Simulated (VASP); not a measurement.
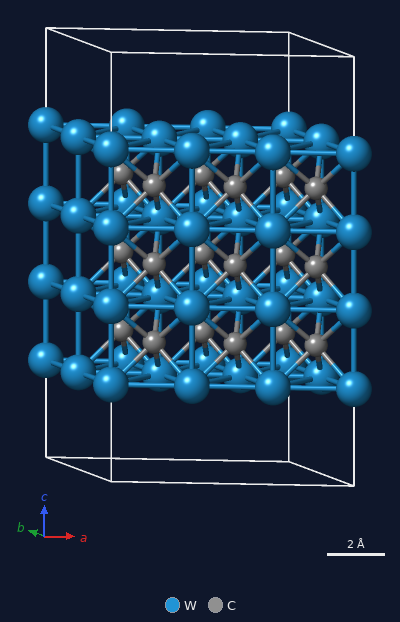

The starting structure (ball-and-stick view of the 3 × 2 repeat of the cell, with the vacuum cut short, seen slightly off an axis). Near neighbours in the crystal (not all of them lie inside the picture): W has 3 C at 2.19 Å and 7 W at 2.83 to 2.90 Å; W has 6 C at 2.19 Å and 8 W at 2.83 to 2.90 Å; C has 6 W at 2.19 Å.

## Geometry relaxation, with input and output: W₄C₃ (part 1 of 4)

W₄C₃ (slab, 7 atoms in the cell), computed with Kohn-Sham DFT of a periodic cell, PBE with dDsC, VASP PAW PBE potentials, recommended, no spin polarisation (VASP 6.6.1).

The structure derives from an entry of the Crystallography Open Database. It belongs to a series of runs on one base structure; here: the (0 0 1) slab of WC, cut from the database cell, not relaxed.

INCAR:
```
SYSTEM = W4C3
  PREC = Accurate
  ENCUT = 520
  EDIFF = 1E-6
  ISMEAR = 0
  SIGMA = 0.05
  LREAL = .FALSE.
  LASPH = .TRUE.
  NELM = 100
  ALGO = Normal
  ISIF = 2
  LWAVE = .FALSE.
  LCHARG = .FALSE.
  LDIPOL = .TRUE.
  IDIPOL = 3
  DIPOL = 0.5 0.5 0.500
  GGA = PE
  IVDW = 4
  IBRION = 2
  NSW = 60
  EDIFFG = -0.01
```

KPOINTS:
```
Automatic mesh
0
G
  11 11 1
  0 0 0
```

POSCAR:
```
W4C3
1.0
    2.9005014360      0.0000000000      0.0000000000
   -1.4502507180      2.5119079273      0.0000000000
    0.0000000000      0.0000000000     23.4870000000
W C
4 3
Selective dynamics
Direct
    0.0000000000      0.0000000000      0.3193255844  F F F
    0.0000000000      0.0000000000      0.4397751948  F F F
    0.0000000000      0.0000000000      0.5602248052  T T T
    0.0000000000      0.0000000000      0.6806744156  T T T
    0.6666666667      0.3333333334      0.3795503896  F F F
    0.6666666667      0.3333333334      0.5000000000  T T T
    0.6666666667      0.3333333334      0.6204496104  T T T
```

Launched with:
```bash
cat potpaw_PBE.64/W_sv/POTCAR potpaw_PBE.64/C/POTCAR > POTCAR
mpirun -np 1 vasp_std > vasp.out
```

OSZICAR:
```
N       E                     dE             d eps       ncg     rms          rms(c)
DAV:   1     0.830158079898E+03    0.83016E+03   -0.41770E+04  1480   0.170E+03
DAV:   2    -0.393924312776E+02   -0.86955E+03   -0.85505E+03  1472   0.520E+02
DAV:   3    -0.860864887852E+02   -0.46694E+02   -0.46026E+02  1624   0.117E+02
DAV:   4    -0.878712257883E+02   -0.17847E+01   -0.17730E+01  1600   0.226E+01
DAV:   5    -0.879500342652E+02   -0.78808E-01   -0.78756E-01  1664   0.440E+00    0.560E+01
DAV:   6    -0.780392329202E+02    0.99108E+01   -0.74079E+01  1664   0.386E+01    0.177E+01
DAV:   7    -0.793966737105E+02   -0.13574E+01   -0.23021E+01  1720   0.260E+01    0.912E+00
DAV:   8    -0.775491125767E+02    0.18476E+01   -0.23270E+01  1728   0.194E+01    0.527E+00
DAV:   9    -0.774093264313E+02    0.13979E+00   -0.39724E+00  1736   0.863E+00    0.210E+00
DAV:  10    -0.772875507162E+02    0.12178E+00   -0.51787E-01  1600   0.391E+00    0.153E+00
DAV:  11    -0.772414392775E+02    0.46111E-01   -0.14605E-01  1584   0.242E+00    0.846E-01
DAV:  12    -0.772365407894E+02    0.48985E-02   -0.25231E-01  1568   0.239E+00    0.511E-01
DAV:  13    -0.772355921710E+02    0.94862E-03   -0.86461E-02  1560   0.122E+00    0.433E-01
DAV:  14    -0.772312882470E+02    0.43039E-02   -0.64669E-02  1752   0.112E+00    0.162E-01
DAV:  15    -0.772314262652E+02   -0.13802E-03   -0.29968E-02  1632   0.646E-01    0.166E-01
DAV:  16    -0.772304586995E+02    0.96757E-03   -0.25893E-03  1592   0.369E-01    0.444E-02
DAV:  17    -0.772304567742E+02    0.19253E-05   -0.24466E-04  1536   0.842E-02    0.250E-02
DAV:  18    -0.772304665324E+02   -0.97582E-05   -0.54962E-05  1632   0.448E-02    0.151E-02
DAV:  19    -0.772304712018E+02   -0.46694E-05   -0.29681E-05  1656   0.422E-02    0.814E-03
DAV:  20    -0.772304819333E+02   -0.10732E-04   -0.24865E-05  1320   0.294E-02    0.646E-03
DAV:  21    -0.772304834663E+02   -0.15330E-05   -0.32490E-06  1192   0.111E-02    0.775E-03
DAV:  22    -0.772304933974E+02   -0.99312E-05   -0.47515E-06  1272   0.107E-02    0.515E-03
DAV:  23    -0.772305042419E+02   -0.10844E-04   -0.41444E-06  1048   0.865E-03    0.495E-03
DAV:  24    -0.772305140471E+02   -0.98052E-05   -0.45657E-06  1280   0.113E-02    0.144E-03
DAV:  25    -0.772305288689E+02   -0.14822E-04   -0.20044E-06  1080   0.673E-03    0.447E-03
DAV:  26    -0.772305334240E+02   -0.45551E-05   -0.86944E-07   840   0.525E-03    0.206E-03
DAV:  27    -0.772305364740E+02   -0.30500E-05   -0.10790E-06  1040   0.483E-03    0.839E-04
DAV:  28    -0.772305372502E+02   -0.77618E-06   -0.23289E-07   752   0.245E-03
   1 F= -.78988582E+02 E0= -.78986949E+02  d E =-.789886E+02
       N       E                     dE             d eps       ncg     rms          rms(c)
DAV:   1    -0.771472525702E+02    0.83284E-01   -0.95876E+00  1312   0.331E+01    0.212E+00
DAV:   2    -0.773140829078E+02   -0.16683E+00   -0.16907E+00  1552   0.758E+00    0.122E+00
DAV:   3    -0.775989753964E+02   -0.28489E+00   -0.52293E+00  1816   0.104E+01    0.225E+00
DAV:   4    -0.772431036298E+02    0.35587E+00   -0.15289E+00  1848   0.611E+00    0.421E-01
DAV:   5    -0.772456134050E+02   -0.25098E-02   -0.75861E-02  1608   0.179E+00    0.376E-01
DAV:   6    -0.772435903069E+02    0.20231E-02   -0.14372E-02  1600   0.828E-01    0.261E-01
DAV:   7    -0.772436383108E+02   -0.48004E-04   -0.67075E-03  1616   0.330E-01    0.109E-01
DAV:   8    -0.772432174667E+02    0.42084E-03   -0.95493E-03  1704   0.446E-01    0.642E-02
DAV:   9    -0.772430837255E+02    0.13374E-03   -0.44789E-04  1536   0.131E-01    0.224E-02
DAV:  10    -0.772430873023E+02   -0.35767E-05   -0.50280E-05  1488   0.434E-02    0.159E-02
DAV:  11    -0.772430841663E+02    0.31359E-05   -0.12466E-05  1368   0.234E-02    0.555E-03
DAV:  12    -0.772430839331E+02    0.23329E-06   -0.48688E-06  1160   0.161E-02
   2 F= -.78999710E+02 E0= -.78998181E+02  d E =-.111270E-01
       N       E                     dE             d eps       ncg     rms          rms(c)
DAV:   1    -0.772377651428E+02    0.53190E-02   -0.16546E+00  1312   0.124E+01    0.873E-01
DAV:   2    -0.774129090791E+02   -0.17514E+00   -0.15642E+00  1648   0.711E+00    0.135E+00
DAV:   3    -0.772522592372E+02    0.16065E+00   -0.93419E-01  1760   0.516E+00    0.441E-01
DAV:   4    -0.772536170684E+02   -0.13578E-02   -0.84362E-02  1632   0.126E+00    0.259E-01
DAV:   5    -0.772516212957E+02    0.19958E-02   -0.22383E-02  1704   0.748E-01    0.985E-02
DAV:   6    -0.772514495338E+02    0.17176E-03   -0.35328E-03  1656   0.352E-01    0.522E-02
DAV:   7    -0.772514047481E+02    0.44786E-04   -0.73936E-04  1584   0.165E-01    0.190E-02
DAV:   8    -0.772514005262E+02    0.42219E-05   -0.72403E-05  1648   0.800E-02    0.925E-03
DAV:   9    -0.772514002992E+02    0.22703E-06   -0.22886E-05  1744   0.270E-02    0.650E-03
DAV:  10    -0.772513998000E+02    0.49924E-06   -0.39397E-06  1224   0.127E-02
   3 F= -.79008639E+02 E0= -.79007085E+02  d E =-.200566E-01
       N       E                     dE             d eps       ncg     rms          rms(c)
DAV:   1    -0.772518914047E+02   -0.49111E-03   -0.41635E-02  1496   0.200E+00    0.185E-01
DAV:   2    -0.773216469293E+02   -0.69756E-01   -0.61457E-01  1824   0.444E+00    0.757E-01
DAV:   3    -0.772519567681E+02    0.69690E-01   -0.19874E-01  1936   0.297E+00    0.145E-01
DAV:   4    -0.772514274908E+02    0.52928E-03   -0.13640E-02  1600   0.555E-01    0.691E-02
DAV:   5    -0.772514523294E+02   -0.24839E-04   -0.78259E-04  1512   0.183E-01    0.358E-02
DAV:   6    -0.772514077417E+02    0.44588E-04   -0.24697E-04  1720   0.957E-02    0.173E-02
DAV:   7    -0.772514079838E+02   -0.24203E-06   -0.63822E-05  1520   0.379E-02    0.884E-03
DAV:   8    -0.772514069366E+02    0.10472E-05   -0.13675E-05  1288   0.280E-02    0.370E-03
DAV:   9    -0.772514065641E+02    0.37247E-06   -0.46313E-06  1048   0.131E-02
   4 F= -.79008525E+02 E0= -.79006976E+02  d E =-.199427E-01
       N       E                     dE             d eps       ncg     rms          rms(c)
DAV:   1    -0.772521378988E+02   -0.73096E-03   -0.32718E-01  1320   0.455E+00    0.197E-01
DAV:   2    -0.773207139078E+02   -0.68576E-01   -0.62649E-01  1816   0.440E+00    0.770E-01
DAV:   3    -0.772530432686E+02    0.67671E-01   -0.20433E-01  1864   0.309E+00    0.152E-01
DAV:   4    -0.772527423010E+02    0.30097E-03   -0.18523E-02  1600   0.662E-01    0.840E-02
DAV:   5    -0.772526132535E+02    0.12905E-03   -0.14112E-03  1552   0.267E-01    0.575E-02
DAV:   6    -0.772525968202E+02    0.16433E-04   -0.15180E-04  1632   0.802E-02    0.333E-02
DAV:   7    -0.772526124318E+02   -0.15612E-04   -0.86489E-05  1736   0.559E-02    0.179E-02
DAV:   8    -0.772525947069E+02    0.17725E-04   -0.48092E-05  1464   0.480E-02    0.580E-03
DAV:   9    -0.772525945818E+02    0.12504E-06   -0.41431E-06  1232   0.115E-02
   5 F= -.79009850E+02 E0= -.79008305E+02  d E =-.132504E-02
       N       E                     dE             d eps       ncg     rms          rms(c)
DAV:   1    -0.772528555202E+02   -0.26081E-03   -0.80122E-03  1496   0.703E-01    0.655E-02
DAV:   2    -0.772774120547E+02   -0.24557E-01   -0.17689E-01  1880   0.251E+00    0.431E-01
DAV:   3    -0.772528907943E+02    0.24521E-01   -0.63710E-02  1944   0.180E+00    0.736E-02
DAV:   4    -0.772526363842E+02    0.25441E-03   -0.14940E-03  1576   0.224E-01    0.182E-02
DAV:   5    -0.772526336608E+02    0.27234E-05   -0.15644E-04  1664   0.665E-02    0.155E-02
DAV:   6    -0.772526341205E+02   -0.45972E-06   -0.81517E-06  1512   0.154E-02
   6 F= -.79009913E+02 E0= -.79008366E+02  d E =-.138809E-02
       N       E                     dE             d eps       ncg     rms          rms(c)
DAV:   1    -0.772584050332E+02   -0.57714E-02   -0.17308E-02  1576   0.113E+00    0.230E-01
DAV:   2    -0.775339091233E+02   -0.27550E+00   -0.22032E+00  2008   0.812E+00    0.181E+00
DAV:   3    -0.772513623392E+02    0.28255E+00   -0.10808E+00  1976   0.533E+00    0.101E-01
DAV:   4    -0.772525597224E+02   -0.11974E-02   -0.23599E-02  1512   0.646E-01    0.342E-02
DAV:   5    -0.772526239656E+02   -0.64243E-04   -0.10308E-03  1600   0.172E-01    0.257E-02
DAV:   6    -0.772526191014E+02    0.48643E-05   -0.56202E-05  1568   0.433E-02    0.173E-02
DAV:   7    -0.772526167091E+02    0.23922E-05   -0.16948E-05  1360   0.235E-02    0.827E-03
DAV:   8    -0.772526161951E+02    0.51399E-06   -0.50990E-06  1264   0.221E-02
   7 F= -.79009896E+02 E0= -.79008347E+02  d E =-.137039E-02
       N       E                     dE             d eps       ncg     rms          rms(c)
DAV:   1    -0.772536856555E+02   -0.10689E-02   -0.79091E-02  1432   0.302E+00    0.130E-01
DAV:   2    -0.773107224377E+02   -0.57037E-01   -0.49626E-01  1840   0.395E+00    0.646E-01
DAV:   3    -0.772543354574E+02    0.56387E-01   -0.15423E-01  1952   0.283E+00    0.130E-01
DAV:   4    -0.772536825916E+02    0.65287E-03   -0.72120E-03  1608   0.509E-01    0.408E-02
DAV:   5    -0.772537197733E+02   -0.37182E-04   -0.58340E-04  1592   0.146E-01    0.271E-02
DAV:   6    -0.772537198253E+02   -0.51936E-07   -0.82030E-05  1640   0.542E-02    0.219E-02
DAV:   7    -0.772537188697E+02    0.95554E-06   -0.78657E-05  1544   0.392E-02    0.937E-03
DAV:   8    -0.772537170083E+02    0.18615E-05   -0.88041E-06  1288   0.257E-02    0.502E-03
DAV:   9    -0.772537167447E+02    0.26354E-06   -0.17330E-06  1032   0.121E-02
   8 F= -.79010868E+02 E0= -.79009320E+02  d E =-.972462E-03
       N       E                     dE             d eps       ncg     rms          rms(c)
DAV:   1    -0.772502341017E+02    0.34829E-02   -0.74802E-01  1328   0.911E+00    0.266E-01
DAV:   2    -0.773174684007E+02   -0.67234E-01   -0.59118E-01  1664   0.483E+00    0.694E-01
DAV:   3    -0.772558821430E+02    0.61586E-01   -0.20295E-01  1664   0.308E+00    0.152E-01
DAV:   4    -0.772565564821E+02   -0.67434E-03   -0.17763E-02  1640   0.661E-01    0.117E-01
DAV:   5    -0.772563419550E+02    0.21453E-03   -0.10806E-02  1592   0.496E-01    0.765E-02
DAV:   6    -0.772561579433E+02    0.18401E-03   -0.78973E-04  1584   0.183E-01    0.295E-02
DAV:   7    -0.772561650737E+02   -0.71305E-05   -0.13314E-04  1656   0.772E-02    0.148E-02
DAV:   8    -0.772561587480E+02    0.63258E-05   -0.51453E-05  1696   0.503E-02    0.603E-03
DAV:   9    -0.772561577548E+02    0.99320E-06   -0.92365E-06  1288   0.174E-02
   9 F= -.79013297E+02 E0= -.79011741E+02  d E =-.340196E-02
       N       E                     dE             d eps       ncg     rms          rms(c)
DAV:   1    -0.772574286097E+02   -0.12699E-02   -0.13953E-01  1408   0.334E+00    0.209E-01
DAV:   2    -0.773528374542E+02   -0.95409E-01   -0.82333E-01  1864   0.532E+00    0.977E-01
DAV:   3    -0.772571296759E+02    0.95708E-01   -0.34005E-01  1912   0.349E+00    0.144E-01
DAV:   4    -0.772573224733E+02   -0.19280E-03   -0.17296E-02  1584   0.556E-01    0.729E-02
DAV:   5    -0.772572146697E+02    0.10780E-03   -0.21657E-03  1560   0.286E-01    0.472E-02
DAV:   6    -0.772572036473E+02    0.11022E-04   -0.11521E-04  1608   0.758E-02    0.308E-02
DAV:   7    -0.772572103432E+02   -0.66959E-05   -0.26159E-04  1552   0.478E-02    0.161E-02
DAV:   8    -0.772571991637E+02    0.11180E-04   -0.16434E-04  1512   0.426E-02    0.798E-03
DAV:   9    -0.772571985460E+02    0.61764E-06   -0.39423E-06  1024   0.105E-02
  10 F= -.79014195E+02 E0= -.79012635E+02  d E =-.897772E-03
```

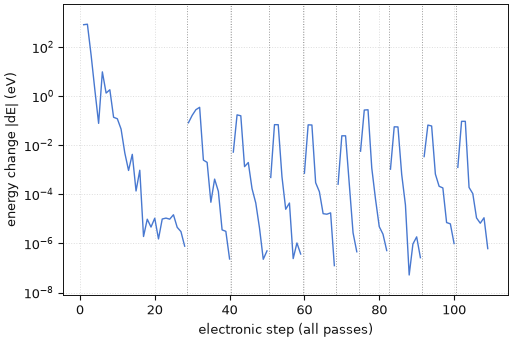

Convergence of the self-consistent field: energy change |dE| against the electronic step. Each stretch between dotted lines is the SCF of one geometry step of a relaxation. The 10 ionic steps take 6 to 28 electronic steps each. The density is held fixed in the first few steps, and dE rises again when its update begins.

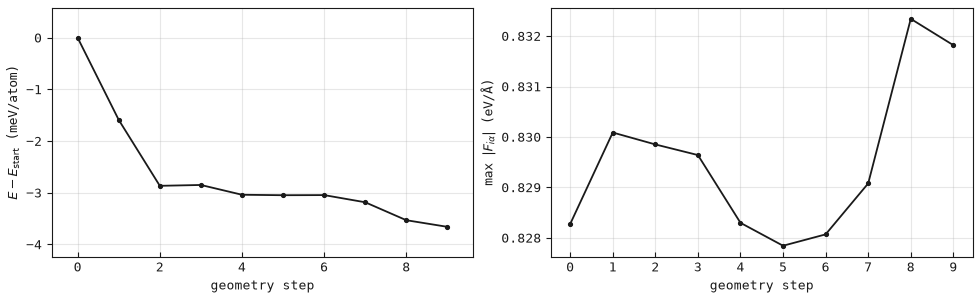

Progress of the relaxation, step by step (steps are counted from 0).

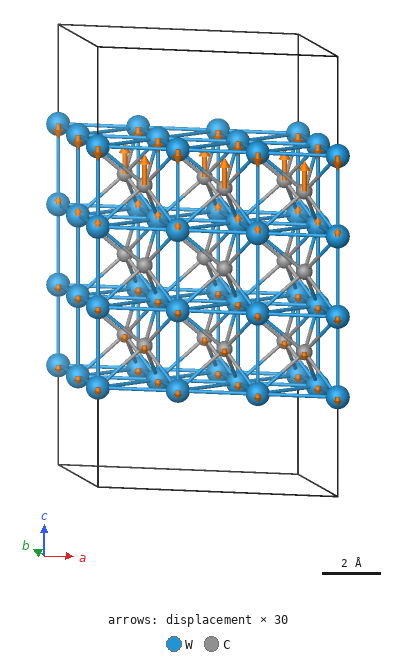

The starting structure with the displacements as orange arrows, magnified 30 times (ball-and-stick view of the 3 × 2 repeat of the cell, with the vacuum cut short, seen slightly off an axis). The energy falls by 3.7 meV per atom in 9 geometry steps. The largest force component goes from 0.83 to 0.83 eV/Å. The largest move is that of C7, 0.036 Å. Largest moves by element: C 0.036 Å, W 0.018 Å. The lattice vectors keep their values. Distances before and after: W4–C7 2.192 → 2.158 Å, W3–W4 2.829 → 2.802 Å, W2–W3 2.829 → 2.849 Å, W3–C7 2.192 → 2.209 Å. (Atoms are counted from 1 in the order of the input.)

Parts of OUTCAR:
```
SYSTEM = W4C3
   PREC = Accurate
   ENCUT = 520
   EDIFF = 1E-6
   ISMEAR = 0
   LREAL = .FALSE.
   LASPH = .TRUE.
   NELM = 100
   ISIF = 2
   GGA = PE
   IVDW = 4
   IBRION = 2
   NSW = 60
   EDIFFG = -0.01
  IVDW =   4
  VDW_RADIUS =    50.000 A
  VDW_S6 aka ATT0 =    13.960
  VDW_SR aka BTT0 =     1.320

 ion  position               nearest neighbor table
   1  0.000  0.000  0.319-   5 2.19   5 2.19   5 2.19   2 2.83
   2  0.000  0.000  0.440-   5 2.19   6 2.19   5 2.19   6 2.19   5 2.19   6 2.19   1 2.83   3 2.83

   3  0.000  0.000  0.560-   6 2.19   7 2.19   6 2.19   7 2.19   6 2.19   7 2.19   2 2.83   4 2.83

   4  0.000  0.000  0.681-   7 2.19   7 2.19   7 2.19   3 2.83
   5  0.667  0.333  0.380-   1 2.19   2 2.19   1 2.19   2 2.19   1 2.19   2 2.19
   6  0.667  0.333  0.500-   2 2.19   3 2.19   2 2.19   3 2.19   2 2.19   3 2.19
   7  0.667  0.333  0.620-   3 2.19   4 2.19   3 2.19   4 2.19   3 2.19   4 2.19

  LATTYP: Found a hexagonal cell.
 ALAT       =     2.9005014360
 C/A-ratio  =     8.0975653756

  Lattice vectors:

 A1 = (   2.9005014360,   0.0000000000,   0.0000000000)
 A2 = (  -1.4502507180,   2.5119079273,   0.0000000000)
 A3 = (   0.0000000000,   0.0000000000,  23.4870000000)

Analysis of symmetry for initial positions (statically):
=====================================================================
 Subroutine PRICEL returns:
 Original cell was already a primitive cell.

 Routine SETGRP: Setting up the symmetry group for a
 hexagonal supercell.

 Subroutine GETGRP returns: Found 12 space group operations
 (whereof 12 operations were pure point group operations)
 out of a pool of 24 trial point group operations.

The static configuration has the point symmetry D_3h.

Analysis of symmetry for dynamics (positions and initial velocities):
=====================================================================
 Subroutine PRICEL returns:
 Original cell was already a primitive cell.

 Routine SETGRP: Setting up the symmetry group for a
 hexagonal supercell.

 Subroutine GETGRP returns: Found 12 space group operations
 (whereof 12 operations were pure point group operations)
 out of a pool of 24 trial point group operations.

The dynamic configuration has the point symmetry D_3h.

Analysis of constrained symmetry for selective dynamics:
=====================================================================
 Subroutine PRICEL returns:
 Original cell was already a primitive cell.

 Routine SETGRP: Setting up the symmetry group for a
 hexagonal supercell.

 Subroutine GETGRP returns: Found  6 space group operations
 (whereof  6 operations were pure point group operations)
 out of a pool of 24 trial point group operations.

The constrained configuration has the point symmetry C_3v.

 Subroutine INISYM returns: Found  6 space group operations
 (whereof  6 operations are pure point group operations),
 and found     1 'primitive' translations

----------------------------------------------------------------------------------------

                                     Primitive cell

  volume of cell :     171.1214

  direct lattice vectors                    reciprocal lattice vectors
     2.900501436  0.000000000  0.000000000     0.344767973  0.199051882  0.000000000
    -1.450250718  2.511907927  0.000000000     0.000000000  0.398103764  0.000000000
     0.000000000  0.000000000 23.487000000     0.000000000  0.000000000  0.042576745

  length of vectors
     2.900501436  2.900501436 23.487000000     0.398103764  0.398103764  0.042576745

  position of ions in fractional coordinates (direct lattice)
     0.000000000  0.000000000  0.319325584
     0.000000000  0.000000000  0.439775195
     0.000000000  0.000000000  0.560224805
     0.000000000  0.000000000  0.680674416
     0.666666667  0.333333333  0.379550390
     0.666666667  0.333333333  0.500000000
     0.666666667  0.333333333  0.620449610

  ion indices of the primitive-cell ions
   primitive index   ion index
                 1           1
                 2           2
                 3           3
                 4           4
                 5           5
                 6           6
                 7           7

----------------------------------------------------------------------------------------

 KPOINTS: Automatic mesh

Automatic generation of k-mesh.
 Grid dimensions read from file:
 generate k-points for:   11   11    1

 Generating k-lattice:

  Cartesian coordinates                     Fractional coordinates (reciprocal lattice)
     0.031342543  0.018095626  0.000000000     0.090909091  0.000000000  0.000000000
     0.000000000  0.036191251  0.000000000     0.000000000  0.090909091  0.000000000
     0.000000000  0.000000000  0.042576745     0.000000000  0.000000000  1.000000000
```
